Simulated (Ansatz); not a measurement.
**Geometry relaxation of C2H8BNSi (part 2 of 2)**

C2H8BNSi; RKS PBE0-D4/def2-TZVP (Ansatz 0.2.0). The geometry: PBE-D4/def2-SVP start.

Geometry of the input (Å):
```
B  -1.2651  1.1544  0.8959
Si -0.3434  -0.3328  -0.1059
C  0.0188  -1.9133  0.8488
N  1.2317  0.3184  -0.6758
C  1.3853  1.3019  -1.4694
H  -1.4536  2.2113  0.3181
H  -1.6134  1.0925  2.0613
H  -1.1975  -0.6709  -1.3149
H  -0.9219  -2.3796  1.2076
H  0.5514  -2.6475  0.2113
H  0.6545  -1.6987  1.7315
H  2.4135  1.6198  -1.7686
H  0.5598  1.9097  -1.9247
```

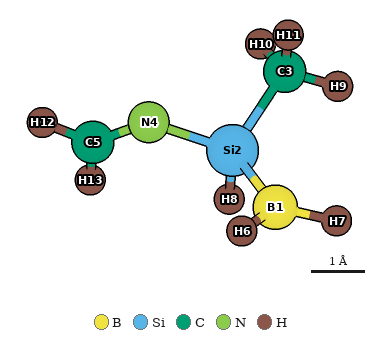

The geometry at step 19 of the log (ball-and-stick view, seen at a tilt; atoms are numbered from 1 in the order of the input).

### Trajectory as extended XYZ, continued
```
13
Properties=species:S:1:pos:R:3:forces:R:3 step=9 energy=-12240.40769
B    -1.3404    1.1585    1.0804    0.0172  -0.0056   0.0240
Si   -0.3291   -0.1848   -0.0361   -0.0296   0.0050   0.0656
C     0.0457   -1.8265    0.7674    0.0069  -0.0042   0.0005
N     1.1950    0.5841   -0.4398    0.0158   0.3381  -0.6899
C     1.4345    1.1439   -1.5509   -0.1900  -0.3050   0.2777
H    -1.4936    2.2563    0.6255   -0.0025   0.0026   0.0290
H    -1.8193    0.9396    2.1568    0.0001  -0.0115  -0.0514
H    -1.1718   -0.4154   -1.2616    0.0087   0.0015  -0.0210
H    -0.8789   -2.3266    1.0673    0.0015   0.0074  -0.0069
H     0.5834   -2.4861    0.0824   -0.0024   0.0010  -0.0021
H     0.6619   -1.6873    1.6582    0.0044   0.0055   0.0065
H     2.3997    1.6390   -1.7168   -0.0421   0.0058  -0.0028
H     0.7332    1.1705   -2.4179    0.2119  -0.0406   0.3706
13
Properties=species:S:1:pos:R:3:forces:R:3 step=10 energy=-12240.40433 accepted=F
B    -1.3340    1.1615    1.1033   -0.1835  -0.0432  -0.0495
Si   -0.3327   -0.1703   -0.0345    0.1275  -0.0019   0.0510
C     0.0479   -1.8128    0.7650    0.0021  -0.0140   0.0048
N     1.1910    0.5993   -0.4446    0.0296   0.0788  -0.5759
C     1.4521    1.1000   -1.5764   -0.2213   0.3229   0.5554
H    -1.4723    2.2753    0.6823    0.0559   0.0022   0.0650
H    -1.8768    0.8968    2.1407    0.0776   0.0187  -0.0569
H    -1.1702   -0.4029   -1.2637   -0.0282   0.0224   0.0066
H    -0.8758   -2.3155    1.0635    0.0039   0.0036   0.0011
H     0.5867   -2.4699    0.0783   -0.0040   0.0086   0.0028
H     0.6638   -1.6731    1.6562   -0.0022  -0.0007  -0.0026
H     2.3876    1.6592   -1.7212    0.0085  -0.2113  -0.0870
H     0.7530    1.1175   -2.4340    0.1344  -0.1862   0.0853
13
Properties=species:S:1:pos:R:3:forces:R:3 step=11 energy=-12240.41711
B    -1.3455    1.1572    1.0838    0.0330   0.0193   0.0256
Si   -0.3320   -0.1789   -0.0367    0.0364   0.0172   0.0099
C     0.0477   -1.8197    0.7665    0.0099   0.0006   0.0050
N     1.1900    0.5929   -0.4487   -0.1130   0.0476  -0.0507
C     1.4344    1.1383   -1.5557    0.1298  -0.1075   0.0633
H    -1.4790    2.2688    0.6566   -0.0030  -0.0118   0.0175
H    -1.8414    0.9182    2.1469   -0.0212  -0.0176  -0.0273
H    -1.1706   -0.4124   -1.2646   -0.0079   0.0004  -0.0127
H    -0.8763   -2.3212    1.0657    0.0010   0.0054  -0.0019
H     0.5863   -2.4784    0.0814   -0.0011   0.0055  -0.0004
H     0.6634   -1.6789    1.6576   -0.0007   0.0008  -0.0004
H     2.3974    1.6355   -1.7239   -0.0033   0.0302  -0.0057
H     0.7458    1.1437   -2.4139   -0.0599   0.0099  -0.0221
13
Properties=species:S:1:pos:R:3:forces:R:3 step=12 energy=-12240.42418
B    -1.3587    1.1543    1.1010    0.0047  -0.0033   0.0348
Si   -0.3349   -0.1617   -0.0325    0.0010   0.0377  -0.0119
C     0.0564   -1.8031    0.7638   -0.0003   0.0012  -0.0035
N     1.1804    0.6167   -0.4480   -0.0575   0.0032  -0.0492
C     1.4439    1.1172   -1.5709    0.0731  -0.0411   0.0495
H    -1.4391    2.2911    0.7317   -0.0015  -0.0122   0.0205
H    -1.9229    0.8677    2.1185   -0.0092  -0.0014  -0.0444
H    -1.1801   -0.3948   -1.2605    0.0149   0.0077   0.0294
H    -0.8642   -2.3083    1.0663   -0.0054   0.0019   0.0015
H     0.5930   -2.4573    0.0734    0.0081  -0.0016  -0.0042
H     0.6762   -1.6624    1.6517    0.0077   0.0004   0.0075
H     2.4056    1.6168   -1.7422   -0.0146   0.0103  -0.0052
H     0.7647    1.0892   -2.4372   -0.0211  -0.0028  -0.0247
13
Properties=species:S:1:pos:R:3:forces:R:3 step=13 energy=-12240.43008
B    -1.3739    1.1509    1.1302   -0.1789   0.0237   0.1047
Si   -0.3351   -0.1345   -0.0226   -0.0062   0.0231  -0.0167
C     0.0689   -1.7801    0.7600   -0.0026  -0.0062   0.0030
N     1.1727    0.6448   -0.4522    0.0189   0.0309  -0.1081
C     1.4580    1.0891   -1.5939   -0.0365  -0.0414   0.0634
H    -1.3899    2.3189    0.8390    0.0059  -0.1439   0.0923
H    -2.0464    0.7986    2.0715    0.1503   0.1006  -0.2180
H    -1.1923   -0.3660   -1.2454    0.0156   0.0178   0.0537
H    -0.8486   -2.2882    1.0675   -0.0002   0.0020   0.0019
H     0.6004   -2.4286    0.0603    0.0067   0.0039  -0.0001
H     0.6963   -1.6435    1.6432    0.0068  -0.0033   0.0031
H     2.4165    1.5927   -1.7713   -0.0092  -0.0078  -0.0008
H     0.7935    1.0111   -2.4714    0.0296   0.0008   0.0215
13
Properties=species:S:1:pos:R:3:forces:R:3 step=14 energy=-12240.43111
B    -1.3973    1.1444    1.1293    0.0050   0.1389   0.2347
Si   -0.3365   -0.1235   -0.0219   -0.0575   0.0230  -0.0567
C     0.0738   -1.7682    0.7600   -0.0037  -0.0074   0.0158
N     1.1689    0.6567   -0.4571    0.0290   0.0165  -0.1097
C     1.4650    1.0715   -1.6072   -0.0790   0.0553   0.1341
H    -1.3546    2.3315    0.9100   -0.0620  -0.2508   0.0483
H    -2.0943    0.7699    2.0446    0.1038   0.0973  -0.2661
H    -1.1961   -0.3553   -1.2419    0.0168  -0.0042   0.0236
H    -0.8419   -2.2792    1.0678    0.0013   0.0021   0.0022
H     0.6069   -2.4142    0.0590    0.0058   0.0085  -0.0003
H     0.7019   -1.6307    1.6428    0.0033  -0.0037  -0.0011
H     2.4173    1.5870   -1.7837    0.0136  -0.0456  -0.0149
H     0.8072    0.9753   -2.4867    0.0235  -0.0299  -0.0102
13
Properties=species:S:1:pos:R:3:forces:R:3 step=15 energy=-12240.43951
B    -1.3877    1.1080    1.1564   -0.0307   0.2430  -0.0858
Si   -0.3310   -0.1032   -0.0419    0.0030   0.0333   0.1575
C     0.0715   -1.7295    0.7783    0.0759  -0.1026  -0.0852
N     1.1761    0.6664   -0.4876   -0.0623  -0.0505   0.0126
C     1.4700    1.0644   -1.6416    0.0766   0.0329  -0.0489
H    -1.2712    2.3022    1.0892   -0.0202  -0.1136   0.0677
H    -2.2071    0.6757    1.9142   -0.0085  -0.0035   0.0105
H    -1.2079   -0.3378   -1.2427    0.0054  -0.0162  -0.0425
H    -0.8473   -2.2333    1.0877    0.0015  -0.0034  -0.0058
H     0.6131   -2.3859    0.0924   -0.0085  -0.0191   0.0426
H     0.6929   -1.5744    1.6630   -0.0013   0.0071  -0.0125
H     2.4351    1.5513   -1.8311   -0.0164   0.0029  -0.0070
H     0.8138    0.9612   -2.5212   -0.0146  -0.0103  -0.0032
13
Properties=species:S:1:pos:R:3:forces:R:3 step=16 energy=-12240.38196 accepted=F
B    -1.4175    1.1891    1.1600   -0.0455  -0.3754   0.3100
Si   -0.3121   -0.0688    0.0369    0.2667  -0.1292  -0.8798
C     0.0998   -1.7459    0.7588   -0.1203   0.1157   0.3998
N     1.1875    0.6602   -0.4938    0.1775   0.2862   0.0419
C     1.4573    1.0375   -1.6638   -0.1711  -0.1729   0.2720
H    -1.2752    2.3707    1.2770    0.0702  -0.0569  -0.1543
H    -2.3272    0.6924    1.7744    0.0260   0.1151  -0.1006
H    -1.1123   -0.3328   -1.2189   -0.2385   0.0909   0.1273
H    -0.8256   -2.2442    1.0586    0.0091  -0.0173   0.0835
H     0.6355   -2.4204    0.0883   -0.0215   0.2378  -0.1883
H     0.7199   -1.6049    1.6455    0.0058  -0.1059   0.1177
H     2.4088    1.5335   -1.8836    0.0615  -0.0210  -0.0262
H     0.7813    0.8990   -2.5243   -0.0199   0.0327  -0.0029
13
Properties=species:S:1:pos:R:3:forces:R:3 step=17 energy=-12240.44669
B    -1.4031    1.1278    1.1600   -0.0122   0.0030  -0.0061
Si   -0.3313   -0.0926   -0.0234   -0.0023  -0.0166   0.0224
C     0.0881   -1.7318    0.7729   -0.0118   0.0070   0.0039
N     1.1730    0.6714   -0.4858   -0.0089   0.0110  -0.0021
C     1.4680    1.0510   -1.6464   -0.0078  -0.0065   0.0027
H    -1.2420    2.3122    1.1653    0.0130   0.0187   0.0077
H    -2.2819    0.6971    1.8515    0.0065  -0.0138  -0.0182
H    -1.2063   -0.3335   -1.2291    0.0116   0.0032   0.0047
H    -0.8262   -2.2433    1.0834    0.0050  -0.0084   0.0001
H     0.6280   -2.3797    0.0789   -0.0012   0.0087  -0.0027
H     0.7137   -1.5816    1.6554    0.0043  -0.0051  -0.0042
H     2.4305    1.5382   -1.8451    0.0047  -0.0016  -0.0032
H     0.8097    0.9301   -2.5226   -0.0008   0.0003  -0.0050
13
Properties=species:S:1:pos:R:3:forces:R:3 step=18 energy=-12240.44802
B    -1.4038    1.1309    1.1587   -0.0632   0.0287   0.0675
Si   -0.3298   -0.0876   -0.0138    0.0281  -0.0049  -0.0667
C     0.0941   -1.7282    0.7780   -0.0013   0.0065   0.0322
N     1.1677    0.6829   -0.4869    0.0257  -0.0349   0.0168
C     1.4606    1.0466   -1.6528   -0.0076   0.0065  -0.0066
H    -1.1909    2.3059    1.2403   -0.0049  -0.0284   0.0025
H    -2.3411    0.6998    1.7709    0.0225   0.0199  -0.0166
H    -1.2010   -0.3332   -1.2199   -0.0060  -0.0038  -0.0080
H    -0.8161   -2.2471    1.0883    0.0010   0.0053  -0.0028
H     0.6348   -2.3699    0.0793    0.0018   0.0093  -0.0155
H     0.7227   -1.5813    1.6588    0.0035  -0.0019   0.0017
H     2.4232    1.5304   -1.8599   -0.0022   0.0063  -0.0026
H     0.8000    0.9158   -2.5261    0.0025  -0.0087  -0.0017
13
Properties=species:S:1:pos:R:3:forces:R:3 step=19 energy=-12240.44856
B    -1.4077    1.1297    1.1616   -0.0323   0.0244   0.0579
Si   -0.3306   -0.0848   -0.0158    0.0120  -0.0123  -0.0496
C     0.0946   -1.7239    0.7784   -0.0063   0.0019   0.0256
N     1.1692    0.6809   -0.4892    0.0106  -0.0028   0.0200
C     1.4625    1.0429   -1.6556   -0.0064   0.0039  -0.0102
H    -1.1859    2.3020    1.2603   -0.0122  -0.0319   0.0008
H    -2.3512    0.6968    1.7633    0.0285   0.0208  -0.0253
H    -1.2021   -0.3316   -1.2218    0.0012  -0.0040  -0.0058
H    -0.8150   -2.2433    1.0892    0.0022   0.0007  -0.0011
H     0.6352   -2.3644    0.0785    0.0008   0.0056  -0.0098
H     0.7241   -1.5764    1.6585    0.0014  -0.0001  -0.0011
H     2.4229    1.5311   -1.8625    0.0005  -0.0045  -0.0024
H     0.8042    0.9061   -2.5299   -0.0001  -0.0015   0.0010
13
Properties=species:S:1:pos:R:3:forces:R:3 step=20 energy=-12240.44875
B    -1.4099    1.1300    1.1710   -0.0327   0.0000  -0.0368
Si   -0.3308   -0.0805   -0.0155    0.0000  -0.0079  -0.0159
C     0.0972   -1.7190    0.7793   -0.0095  -0.0001   0.0154
N     1.1709    0.6801   -0.4912    0.0059   0.0371   0.0103
C     1.4624    1.0390   -1.6592    0.0018  -0.0367  -0.0062
H    -1.1794    2.2972    1.2954    0.0083  -0.0184   0.0163
H    -2.3748    0.6984    1.7374    0.0313   0.0060   0.0019
H    -1.1994   -0.3306   -1.2235    0.0019   0.0049   0.0100
H    -0.8107   -2.2402    1.0918    0.0026  -0.0026   0.0018
H     0.6362   -2.3568    0.0754    0.0000   0.0016  -0.0034
H     0.7302   -1.5718    1.6568   -0.0012   0.0010  -0.0017
H     2.4240    1.5235   -1.8699   -0.0038   0.0012   0.0016
H     0.8043    0.8959   -2.5328   -0.0044   0.0141   0.0067
13
Properties=species:S:1:pos:R:3:forces:R:3 step=21 energy=-12240.44909
B    -1.4166    1.1285    1.1689    0.0417  -0.0131   0.0123
Si   -0.3331   -0.0779   -0.0212   -0.0424   0.0228  -0.0063
C     0.0969   -1.7120    0.7818   -0.0069  -0.0052   0.0035
N     1.1698    0.6820   -0.4942    0.0099   0.0291  -0.0022
C     1.4639    1.0337   -1.6639   -0.0103  -0.0054  -0.0004
H    -1.1645    2.2867    1.3354   -0.0133  -0.0301  -0.0103
H    -2.3884    0.6935    1.7204    0.0099   0.0120  -0.0166
H    -1.1980   -0.3323   -1.2310    0.0137  -0.0026   0.0089
H    -0.8090   -2.2359    1.0948    0.0021  -0.0024   0.0014
H     0.6384   -2.3482    0.0780   -0.0011  -0.0034   0.0047
H     0.7299   -1.5608    1.6587   -0.0036   0.0035  -0.0036
H     2.4256    1.5176   -1.8757   -0.0021  -0.0074   0.0023
H     0.8052    0.8903   -2.5371    0.0024   0.0023   0.0064
13
Properties=species:S:1:pos:R:3:forces:R:3 step=22 energy=-12240.44928
B    -1.4133    1.1269    1.1685    0.0130   0.0064   0.0055
Si   -0.3328   -0.0790   -0.0213   -0.0258   0.0159  -0.0065
C     0.0960   -1.7131    0.7822    0.0005  -0.0074   0.0015
N     1.1691    0.6837   -0.4936    0.0135   0.0072   0.0014
C     1.4631    1.0352   -1.6632   -0.0113   0.0105  -0.0019
H    -1.1631    2.2862    1.3289   -0.0081  -0.0278  -0.0022
H    -2.3852    0.6940    1.7208    0.0090   0.0081  -0.0071
H    -1.1971   -0.3334   -1.2309    0.0081  -0.0017   0.0039
H    -0.8103   -2.2366    1.0952    0.0007   0.0005   0.0002
H     0.6377   -2.3506    0.0798   -0.0004  -0.0029   0.0035
H     0.7282   -1.5614    1.6595   -0.0019   0.0027  -0.0017
H     2.4246    1.5193   -1.8749   -0.0009  -0.0068   0.0006
H     0.8034    0.8940   -2.5360    0.0037  -0.0048   0.0029
13
Properties=species:S:1:pos:R:3:forces:R:3 step=23 energy=-12240.44939
B    -1.4122    1.1250    1.1692    0.0023   0.0115   0.0022
Si   -0.3334   -0.0784   -0.0230   -0.0184   0.0131  -0.0042
C     0.0952   -1.7116    0.7828    0.0064  -0.0081  -0.0024
N     1.1679    0.6865   -0.4938    0.0112   0.0039   0.0024
C     1.4618    1.0366   -1.6639    0.0030  -0.0126  -0.0069
H    -1.1578    2.2818    1.3379   -0.0037  -0.0195   0.0001
H    -2.3880    0.6936    1.7149    0.0025   0.0035  -0.0008
H    -1.1951   -0.3347   -1.2336    0.0043  -0.0006   0.0013
H    -0.8108   -2.2353    1.0960   -0.0008   0.0023  -0.0002
H     0.6380   -2.3499    0.0819   -0.0004  -0.0022   0.0038
H     0.7268   -1.5580    1.6602   -0.0008   0.0015   0.0004
H     2.4246    1.5177   -1.8767   -0.0049   0.0052   0.0017
H     0.8032    0.8919   -2.5368   -0.0006   0.0020   0.0024
13
Properties=species:S:1:pos:R:3:forces:R:3 step=24 energy=-12240.44948
B    -1.4122    1.1228    1.1709   -0.0028   0.0176  -0.0041
Si   -0.3343   -0.0768   -0.0256   -0.0125   0.0077   0.0016
C     0.0947   -1.7084    0.7838    0.0099  -0.0087  -0.0071
N     1.1672    0.6889   -0.4950    0.0112  -0.0011  -0.0008
C     1.4615    1.0350   -1.6663    0.0006  -0.0023  -0.0036
H    -1.1489    2.2747    1.3580   -0.0017  -0.0189   0.0011
H    -2.3961    0.6930    1.7027    0.0002   0.0009   0.0031
H    -1.1920   -0.3363   -1.2378    0.0011   0.0014   0.0008
H    -0.8108   -2.2325    1.0976   -0.0022   0.0027   0.0003
H     0.6385   -2.3474    0.0844   -0.0009  -0.0014   0.0050
H     0.7259   -1.5522    1.6611   -0.0003   0.0006   0.0021
H     2.4237    1.5166   -1.8801   -0.0028   0.0032   0.0010
H     0.8029    0.8878   -2.5387    0.0004  -0.0016   0.0005
13
Properties=species:S:1:pos:R:3:forces:R:3 step=25 energy=-12240.44955
B    -1.4131    1.1207    1.1726   -0.0024   0.0184  -0.0008
Si   -0.3354   -0.0746   -0.0284   -0.0067   0.0008   0.0038
C     0.0945   -1.7046    0.7848    0.0094  -0.0068  -0.0087
N     1.1666    0.6915   -0.4965    0.0078   0.0019  -0.0039
C     1.4612    1.0332   -1.6690    0.0004  -0.0012  -0.0001
H    -1.1387    2.2662    1.3820   -0.0030  -0.0200  -0.0014
H    -2.4058    0.6925    1.6895    0.0016   0.0019   0.0008
H    -1.1889   -0.3373   -1.2424   -0.0013   0.0023   0.0006
H    -0.8107   -2.2291    1.0989   -0.0029   0.0016   0.0012
H     0.6396   -2.3446    0.0872   -0.0016   0.0006   0.0049
H     0.7248   -1.5456    1.6620   -0.0002  -0.0004   0.0031
H     2.4225    1.5160   -1.8841   -0.0011   0.0018   0.0005
H     0.8036    0.8810   -2.5414    0.0000  -0.0010   0.0000
13
Properties=species:S:1:pos:R:3:forces:R:3 step=26 energy=-12240.44958
B    -1.4133    1.1197    1.1728   -0.0042   0.0089   0.0061
Si   -0.3356   -0.0739   -0.0295   -0.0001  -0.0051  -0.0001
C     0.0944   -1.7034    0.7851    0.0066  -0.0035  -0.0058
N     1.1663    0.6930   -0.4971    0.0044   0.0015  -0.0024
C     1.4609    1.0327   -1.6703   -0.0003   0.0007   0.0009
H    -1.1336    2.2616    1.3916   -0.0014  -0.0072  -0.0016
H    -2.4096    0.6930    1.6840    0.0013   0.0014  -0.0019
H    -1.1876   -0.3372   -1.2442   -0.0025   0.0012  -0.0012
H    -0.8110   -2.2275    1.0991   -0.0027   0.0007   0.0012
H     0.6403   -2.3445    0.0891   -0.0016   0.0025   0.0025
H     0.7237   -1.5432    1.6629    0.0001  -0.0009   0.0031
H     2.4213    1.5171   -1.8858    0.0005   0.0004  -0.0003
H     0.8040    0.8776   -2.5426   -0.0002  -0.0006  -0.0006
13
Properties=species:S:1:pos:R:3:forces:R:3 step=27 energy=-12240.44958
B    -1.4136    1.1192    1.1742   -0.0056   0.0021  -0.0045
Si   -0.3355   -0.0732   -0.0297    0.0022  -0.0058   0.0041
C     0.0951   -1.7027    0.7853    0.0011  -0.0001  -0.0033
N     1.1667    0.6935   -0.4978   -0.0003   0.0067  -0.0019
C     1.4608    1.0321   -1.6714    0.0000  -0.0042   0.0013
H    -1.1307    2.2588    1.3996    0.0010  -0.0021   0.0014
H    -2.4145    0.6942    1.6781    0.0054   0.0004  -0.0009
H    -1.1873   -0.3361   -1.2446   -0.0011   0.0003   0.0003
H    -0.8107   -2.2263    1.0991   -0.0014  -0.0011   0.0011
H     0.6412   -2.3440    0.0898   -0.0011   0.0020   0.0008
H     0.7239   -1.5422    1.6635   -0.0003  -0.0003   0.0011
H     2.4206    1.5174   -1.8876    0.0006  -0.0004  -0.0002
H     0.8042    0.8744   -2.5435   -0.0007   0.0023   0.0005
13
Properties=species:S:1:pos:R:3:forces:R:3 step=28 energy=-12240.44959
B    -1.4139    1.1195    1.1732    0.0013  -0.0026   0.0034
Si   -0.3353   -0.0735   -0.0296   -0.0015  -0.0002   0.0011
C     0.0951   -1.7030    0.7854    0.0006   0.0008  -0.0015
N     1.1666    0.6937   -0.4977    0.0005   0.0021  -0.0013
C     1.4607    1.0325   -1.6713    0.0001  -0.0032   0.0005
H    -1.1307    2.2590    1.3985   -0.0005   0.0007  -0.0011
H    -2.4137    0.6941    1.6786    0.0011   0.0009  -0.0022
H    -1.1875   -0.3362   -1.2443    0.0004  -0.0010  -0.0004
H    -0.8108   -2.2267    1.0990   -0.0008  -0.0005   0.0003
H     0.6415   -2.3442    0.0900   -0.0006   0.0011   0.0003
H     0.7236   -1.5427    1.6639   -0.0003  -0.0001   0.0004
H     2.4208    1.5171   -1.8876    0.0000   0.0008   0.0000
H     0.8037    0.8756   -2.5433   -0.0002   0.0013   0.0003
```

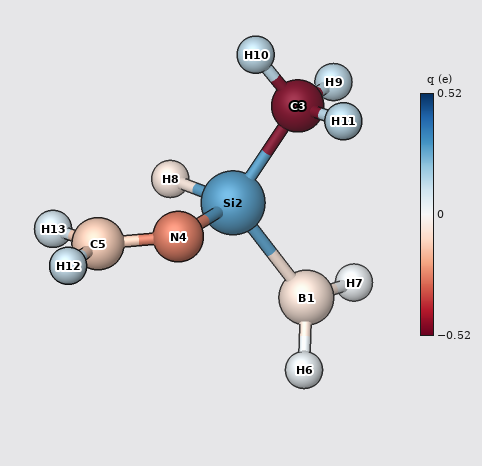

Mulliken charges, as the colour of each atom (ball-and-stick view, seen at a tilt; atoms are numbered from 1 in the order of the input). By element: B −0.08, Si +0.30, C −0.49 to −0.12, N −0.27 and H −0.06 to +0.14 e.

### Results in brief

```csv
quantity,value
outcome,converged
total energy,−12240.4496 eV
mean-field energy,−12240.2257 eV
dispersion energy,−0.2239 eV
SCF solution under orbital rotations,stable
largest force (length of the vector) at the end,0.004 eV/Å
dipole moment,0.87 D
wall time,77 s (CPU time 4.8 min)
peak memory,0.55 GiB
```
